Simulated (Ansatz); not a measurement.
# Geometry relaxation of C2H10BN (part 2 of 2)

C2H10BN; RKS B3LYP/6-31G* (Ansatz 0.2.0). The input holds or restrains some coordinates. It belongs to a series of runs on one base structure; here: pulled along the bonds that form and break, towards end A.

Geometry of the input (Å):
```
B  0.0000  0.0000  0.0000
H  0.0000  0.0000  1.5400
C  1.3856  0.0000  -0.8000
H  1.7152  -1.0462  -0.9702
H  1.2491  0.5080  -1.7774
H  2.1552  0.5381  -0.2082
H  -1.0305  0.0000  -0.5950
N  0.0829  1.7537  0.5833
H  0.4765  1.9752  1.5423
C  -0.3970  2.8399  -0.2830
H  -0.6674  2.4284  -1.2779
H  -1.2899  3.3132  0.1762
H  0.4035  3.5996  -0.4026
H  0.0424  0.8968  1.5631
```

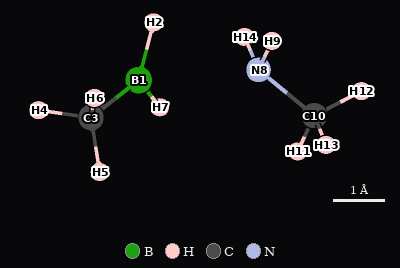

*The geometry at step 10 of the log (ball-and-stick view, seen at a tilt; atoms are numbered from 1 in the order of the input).*

## Trajectory as extended XYZ, continued
```
14
Properties=species:S:1:pos:R:3:forces:R:3 step=4 energy=-4400.83121
B    -0.0011   -0.3918    0.0265    1.3584   3.3129  -0.3626
H     0.0246   -0.4875    1.2277   -0.0941  -1.1527  -0.2189
C     1.3679   -0.0548   -0.7821   -0.5483  -0.7797   0.2257
H     1.7558   -1.0563   -0.9991    0.6410  -0.1577  -0.4154
H     1.2367    0.4817   -1.7455   -0.1967  -0.3957   0.4156
H     2.1320    0.5049   -0.2130   -0.3704  -0.4809   0.0435
H    -1.0031   -0.0653   -0.5478   -0.3408  -0.9086   0.1658
N     0.1357    2.0669    0.7951    0.6871  -3.9075   1.8085
H     0.6579    2.2228    1.6181    2.3131   3.5474  -0.1455
C    -0.4200    2.8878   -0.2336    0.0978   0.5288   0.7081
H    -0.6467    2.4103   -1.2181    0.3070  -0.2992   0.9093
H    -1.3190    3.3619    0.1439   -0.5262   0.6967  -0.4082
H     0.3788    3.6167   -0.4143   -0.4279   0.3599  -0.2433
H    -0.1738    1.3093    1.4328   -2.9000  -0.3638  -2.4825
14
Properties=species:S:1:pos:R:3:forces:R:3 step=5 energy=-4402.11151
B     0.0340   -0.3964   -0.0013   -0.1462   2.0327  -0.5121
H     0.0326   -0.5723    1.1857    0.0068  -0.7319  -0.1017
C     1.3821   -0.1129   -0.7966   -0.3608  -0.3437   0.0975
H     1.8213   -1.0885   -1.0446    0.3045  -0.0424  -0.2106
H     1.2231    0.4467   -1.7316   -0.0407  -0.2684   0.0964
H     2.1125    0.4571   -0.2049   -0.1336  -0.3315   0.0522
H    -1.0533   -0.1674   -0.5657    0.7300  -0.6499   0.4829
N     0.1463    2.1492    0.8879   -1.0727  -4.0996   1.1272
H     0.7646    2.3856    1.6263    0.8868   1.6983  -0.1193
C    -0.4161    2.9340   -0.1794    0.2349   0.2013   0.2712
H    -0.6118    2.3774   -1.1265    0.2147  -0.0933   0.7492
H    -1.3498    3.4240    0.1149   -0.1462   0.3567  -0.1656
H     0.3522    3.6732   -0.4267   -0.2607   0.3038  -0.0875
H    -0.3120    1.2970    1.3531   -0.2169   1.9678  -1.6798
14
Properties=species:S:1:pos:R:3:forces:R:3 step=6 energy=-4402.51170
B     0.0598   -0.2888   -0.0515   -0.0775   0.1622  -0.1948
H     0.0232   -0.4579    1.1333    0.1648  -0.4314   0.0023
C     1.4116   -0.1794   -0.8584   -0.1168   0.1944   0.3547
H     1.7774   -1.1729   -1.1631   -0.0725   0.0211  -0.0433
H     1.3075    0.4381   -1.7599    0.0000  -0.1706  -0.0559
H     2.1877    0.2765   -0.2310    0.0542  -0.1292  -0.0714
H    -1.0235   -0.2784   -0.6068    0.3538   0.0896   0.1202
N     0.0841    2.2150    1.0041   -0.5444  -2.5522   0.8706
H     0.7616    2.5357    1.6611    0.4089   0.8561  -0.0533
C    -0.4326    2.9487   -0.1164   -0.0346  -0.3110  -0.3235
H    -0.5547    2.2589   -0.9758   -0.0992   0.3763   0.2148
H    -1.3998    3.4433    0.0604    0.0184   0.1640   0.0185
H     0.3083    3.6911   -0.4311   -0.0918   0.0981   0.0920
H    -0.3851    1.3768    1.4257    0.0367   1.6326  -0.9311
14
Properties=species:S:1:pos:R:3:forces:R:3 step=7 energy=-4402.62908
B     0.0763   -0.3107   -0.0988    0.0827   0.5474   0.0926
H     0.0013   -0.4153    1.0895    0.1345  -0.5820   0.0398
C     1.4514   -0.2212   -0.8487    0.0112  -0.0512  -0.1445
H     1.8479   -1.2367   -1.0269   -0.0266   0.0447   0.0026
H     1.3679    0.2628   -1.8341    0.0185  -0.1189   0.1122
H     2.2062    0.3180   -0.2645   -0.0165  -0.1033   0.0170
H    -0.9720   -0.2802   -0.6894    0.0775  -0.0237  -0.0114
N     0.0721    2.1924    1.0068   -0.4202  -1.4822  -0.1016
H     0.8175    2.5351    1.5873   -0.0759   0.1780   0.0327
C    -0.4775    2.9786   -0.0706   -0.0108   0.2387   0.0056
H    -0.7253    2.3404   -0.9338   -0.0656   0.1525   0.1666
H    -1.3729    3.5659    0.2024    0.0160  -0.0250  -0.0506
H     0.2839    3.6888   -0.4186   -0.0525  -0.0429   0.0408
H    -0.4512    1.3887    1.3902    0.3277   1.2679  -0.2018
14
Properties=species:S:1:pos:R:3:forces:R:3 step=8 energy=-4402.70141
B     0.1092   -0.3297   -0.0979    0.1433   0.4023   0.2180
H     0.0155   -0.4326    1.0990    0.1499  -0.4686  -0.1412
C     1.4896   -0.2981   -0.8398   -0.0065  -0.0870   0.0806
H     1.8504   -1.3255   -1.0062   -0.0134  -0.0675   0.0149
H     1.4278    0.1701   -1.8260    0.0048   0.0257  -0.0794
H     2.2584    0.2149   -0.2544    0.0472  -0.0380   0.0189
H    -0.9250   -0.3065   -0.7035   -0.0432   0.0361  -0.0346
N     0.0835    2.1879    0.9297   -0.1385  -1.1685  -0.3472
H     0.7910    2.5625    1.5460   -0.2347  -0.0076   0.0442
C    -0.5292    3.0672   -0.0487   -0.1412   0.0462   0.3265
H    -0.8269    2.5036   -0.9384   -0.0783  -0.0331   0.0183
H    -1.4095    3.6298    0.3136    0.0388  -0.0415  -0.0035
H     0.2112    3.8006   -0.3780    0.0766   0.0438   0.0026
H    -0.4202    1.3623    1.2951    0.1951   1.3579  -0.1182
14
Properties=species:S:1:pos:R:3:forces:R:3 step=9 energy=-4402.80255
B     0.1668   -0.3511   -0.1202    0.2706   0.6986   0.2622
H     0.0806   -0.3756    1.0756    0.0959  -0.5955  -0.0106
C     1.5495   -0.3982   -0.8545   -0.0220  -0.1551   0.1860
H     1.8453   -1.4502   -0.9964    0.0181  -0.0466  -0.0189
H     1.5150    0.0549   -1.8460    0.0260   0.0433  -0.1650
H     2.3446    0.0766   -0.2702    0.0259  -0.0359  -0.0073
H    -0.8586   -0.2976   -0.7251   -0.1928  -0.0516  -0.1279
N     0.0699    2.1869    0.8707   -0.2979  -1.0334  -0.3900
H     0.7253    2.5871    1.5330   -0.2532  -0.0590   0.0646
C    -0.5882    3.1455   -0.0170   -0.1830  -0.1478   0.3397
H    -0.9676    2.6378   -0.9140    0.0047  -0.0255   0.1541
H    -1.4275    3.7142    0.4313    0.1432  -0.0807  -0.0202
H     0.1601    3.8653   -0.3572    0.0434   0.0687  -0.0060
H    -0.4894    1.4113    1.2805    0.3212   1.4205  -0.2605
14
Properties=species:S:1:pos:R:3:forces:R:3 step=10 energy=-4402.87815
B     0.2030   -0.3619   -0.1464    0.4789   0.5000   0.1476
H     0.0833   -0.3472    1.0461    0.1043  -0.5149   0.0236
C     1.6038   -0.5070   -0.8470   -0.0504  -0.1083   0.0711
H     1.8255   -1.5859   -0.9674   -0.0324   0.1288  -0.0037
H     1.6236   -0.0674   -1.8534    0.0042  -0.0740   0.0687
H     2.4259   -0.0807   -0.2573   -0.0743  -0.0674  -0.0366
H    -0.8041   -0.3118   -0.7756   -0.2355  -0.0079  -0.1856
N     0.1229    2.2097    0.7569   -0.1777  -0.0601   0.2646
H     0.6457    2.6593    1.5213   -0.1679  -0.3191  -0.3500
C    -0.6530    3.2312    0.0223   -0.2066  -0.2707   0.1628
H    -1.1027    2.7784   -0.8777    0.0833   0.0753   0.2940
H    -1.4638    3.7376    0.6003    0.3519  -0.2336  -0.1914
H     0.0536    3.9955   -0.3205   -0.0850   0.0192   0.0062
H    -0.4382    1.4571    1.1890    0.0073   0.9326  -0.2712
14
Properties=species:S:1:pos:R:3:forces:R:3 step=11 energy=-4402.92119
B     0.2560   -0.3166   -0.1992   -0.4536   0.4272  -0.0041
H     0.0450   -0.2910    0.9827    0.2702  -0.4984   0.0162
C     1.6607   -0.5846   -0.8360    0.0140   0.0852   0.0215
H     1.7903   -1.6761   -0.9340   -0.0076  -0.0009   0.0230
H     1.7629   -0.1701   -1.8476   -0.0185  -0.0381   0.0660
H     2.4887   -0.2192   -0.2173    0.0043  -0.0632  -0.0199
H    -0.7545   -0.2332   -0.8671    0.3174  -0.0068   0.0090
N     0.1160    2.2548    0.7217   -0.4171  -0.8336   0.1547
H     0.7014    2.6644    1.4486   -0.0351  -0.0276  -0.0665
C    -0.7164    3.2645    0.0669   -0.0016   0.1329   0.0013
H    -1.2647    2.8014   -0.7626    0.0517   0.0139   0.0772
H    -1.4531    3.7668    0.7214    0.0939  -0.0361  -0.0418
H    -0.0593    4.0355   -0.3599   -0.1224  -0.0764   0.0280
H    -0.4474    1.5101    1.1730    0.3043   0.9220  -0.2646
14
Properties=species:S:1:pos:R:3:forces:R:3 step=12 energy=-4402.95026
B     0.2582   -0.3128   -0.2401   -0.0540   0.4982  -0.0173
H     0.0197   -0.2867    0.9313    0.0738  -0.4786   0.1085
C     1.6865   -0.6232   -0.7984    0.0627   0.0100   0.0051
H     1.7703   -1.7167   -0.9285   -0.0232   0.0091   0.0112
H     1.8634   -0.1841   -1.7871    0.0005  -0.0194   0.0023
H     2.4998   -0.3254   -0.1267   -0.0104  -0.0323  -0.0008
H    -0.6858   -0.1888   -0.9721    0.0291  -0.0477  -0.0231
N     0.1080    2.2656    0.6588   -0.2917  -0.7844   0.1972
H     0.7720    2.6614    1.3213   -0.0106  -0.0295  -0.0129
C    -0.7686    3.2959    0.1010   -0.0350  -0.0621  -0.0133
H    -1.4232    2.8321   -0.6446   -0.0156   0.0389   0.0280
H    -1.4019    3.8231    0.8350    0.0276  -0.0141  -0.0102
H    -0.1575    4.0424   -0.4185   -0.0144  -0.0107   0.0128
H    -0.4154    1.5239    1.1591    0.2614   0.9225  -0.2876
14
Properties=species:S:1:pos:R:3:forces:R:3 step=13 energy=-4402.94712 accepted=F
B     0.2633   -0.2718   -0.3022    0.1649  -0.0600  -0.0256
H    -0.0391   -0.2983    0.8548   -0.0220  -0.2285   0.0956
C     1.7145   -0.6650   -0.7591    0.1377   0.1663  -0.0135
H     1.7194   -1.7642   -0.9014   -0.0585   0.1333  -0.0066
H     1.9919   -0.2256   -1.7303   -0.0040  -0.1102   0.1481
H     2.5082   -0.4488   -0.0259   -0.1661  -0.0148  -0.1320
H    -0.6250   -0.1859   -1.1019   -0.0042   0.1360  -0.0035
N     0.1315    2.3103    0.5972   -0.3701  -0.9359   0.3228
H     0.8583    2.7069    1.1985   -0.2164  -0.0419  -0.1607
C    -0.8292    3.3252    0.1435   -0.0921  -0.0032  -0.0159
H    -1.5769    2.8535   -0.5220    0.2856   0.1152   0.2774
H    -1.3755    3.8500    0.9589    0.1726  -0.1338  -0.2613
H    -0.2896    4.0757   -0.4554   -0.1417  -0.0985   0.1441
H    -0.3261    1.5446    1.1357    0.3141   1.0761  -0.3690
14
Properties=species:S:1:pos:R:3:forces:R:3 step=14 energy=-4402.95807
B     0.2609   -0.3012   -0.2663    0.0694   0.3842  -0.0691
H    -0.0060   -0.2865    0.8989    0.0243  -0.4101   0.1088
C     1.7024   -0.6419   -0.7788   -0.0296   0.0208   0.0078
H     1.7447   -1.7376   -0.9099   -0.0104  -0.0124  -0.0019
H     1.9248   -0.2100   -1.7613    0.0039  -0.0091   0.0065
H     2.5059   -0.3820   -0.0817   -0.0015  -0.0027   0.0146
H    -0.6549   -0.1830   -1.0325    0.0075  -0.0115   0.0014
N     0.1189    2.2838    0.6214   -0.3659  -0.8479   0.1885
H     0.8099    2.6760    1.2573   -0.0055   0.0091  -0.0119
C    -0.7982    3.3105    0.1217    0.0481  -0.0361   0.0315
H    -1.4964    2.8527   -0.5853   -0.0109  -0.0189   0.0097
H    -1.3869    3.8293    0.8964    0.0144  -0.0011   0.0046
H    -0.2230    4.0624   -0.4281   -0.0070   0.0223  -0.0040
H    -0.3763    1.5343    1.1389    0.2631   0.9133  -0.2865
14
Properties=species:S:1:pos:R:3:forces:R:3 step=15 energy=-4402.96284
B     0.2605   -0.2920   -0.2996    0.1046   0.3767  -0.0429
H    -0.0414   -0.2757    0.8576    0.0025  -0.4058   0.0887
C     1.7151   -0.6545   -0.7618   -0.0318   0.0075   0.0109
H     1.7304   -1.7519   -0.8965    0.0044   0.0252  -0.0072
H     1.9828   -0.2250   -1.7353   -0.0030  -0.0241   0.0420
H     2.5014   -0.4210   -0.0341   -0.0408  -0.0032  -0.0229
H    -0.6277   -0.1726   -1.0966    0.0024  -0.0070   0.0009
N     0.1212    2.2905    0.5974   -0.3011  -0.8659   0.2972
H     0.8500    2.6874    1.1896   -0.0646  -0.0111  -0.0569
C    -0.8196    3.3152    0.1406   -0.0223   0.0096  -0.0089
H    -1.5655    2.8504   -0.5165    0.0684   0.0299   0.0739
H    -1.3570    3.8463    0.9470    0.0450  -0.0237  -0.0663
H    -0.2753    4.0585   -0.4551   -0.0509  -0.0311   0.0416
H    -0.3493    1.5511    1.1539    0.2873   0.9231  -0.3502
```

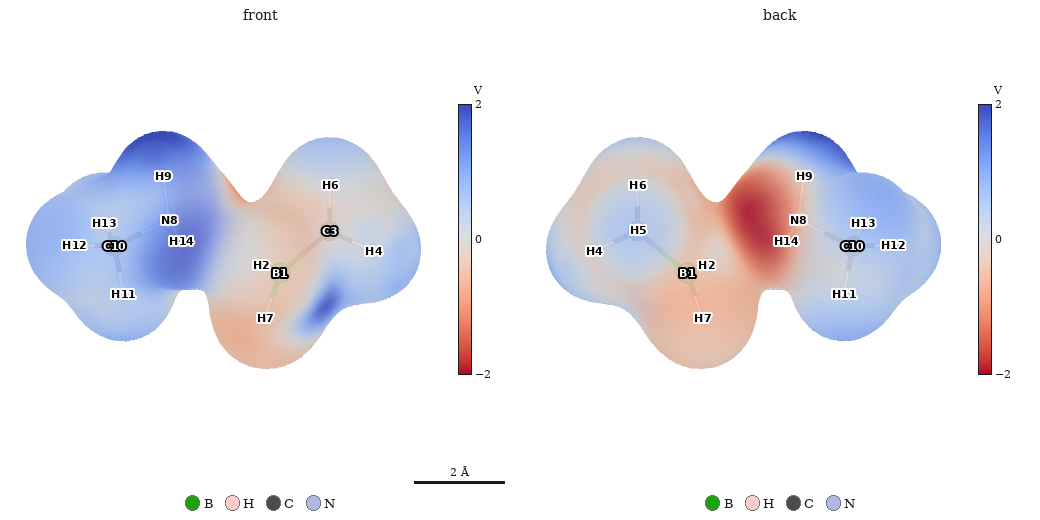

*The molecular electrostatic potential painted on the density surface at 0.004 e/bohr³, seen face on and from behind; red is negative and blue positive.*

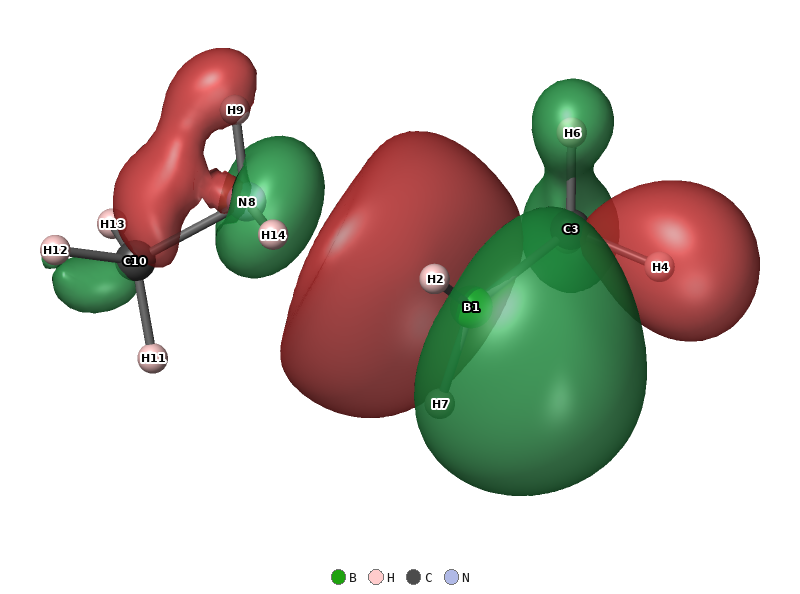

*One frontier orbital at ±0.06 Å⁻³ᐟ² (green and red are the two phases), seen at a tilt.*

The LUMO, at −0.16 eV. Its weight (Hirshfeld) is mainly on B1 (60 %) and C3 (10 %).
